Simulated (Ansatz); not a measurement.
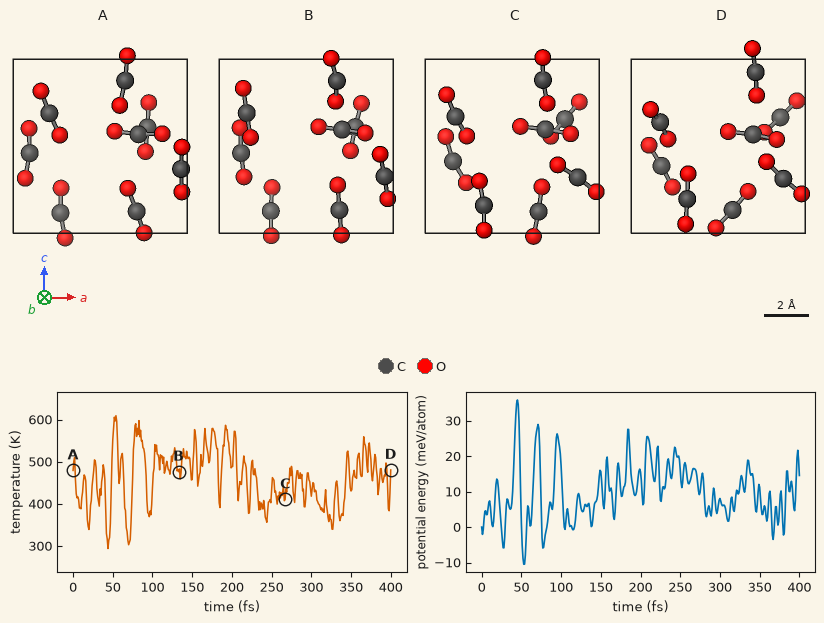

First-principles dynamics of a periodic cell with 8 CO2 at 1.107 g/cm³, 400 fs long. It starts from the last geometry of an earlier run, with fresh velocities. Frames (A at 0 fs, B at 133 fs, C at 267 fs, D at 400 fs) and the history of the run. The picture is a ball-and-stick view of the simulation cell, seen along the b axis. Atoms that leave the cell re-enter on the other side.

The calculation used DFT LDA, scalar-relativistic, plane waves, PAW (Ansatz 0.2.0). Set-up: plane-wave cutoff 420 eV; k-point mesh 1 × 1 × 1; Fermi-Dirac smearing 0.05 eV; Langevin thermostat (NVT); set temperature 500 K; time step 1 fs; friction 0.01 per fs.

Q: What do the frames and curves show?

A: Over the second half the temperature averages 444 K (spread ±48 K). The potential energy in the second half lies on average 10.9 meV per atom above the first frame. In the second half of the run the atoms are, in the root-mean-square, this far from where they began (common drift taken out): O 0.97 Å, C 0.75 Å. The heavy atoms stay within a fraction of a molecule's size of their starting places; so short a run doesn't tell a liquid from a solid.

Limits of the set-up: the periodic images lie only 8.1 Å apart, so the values are limited by the cell's size.
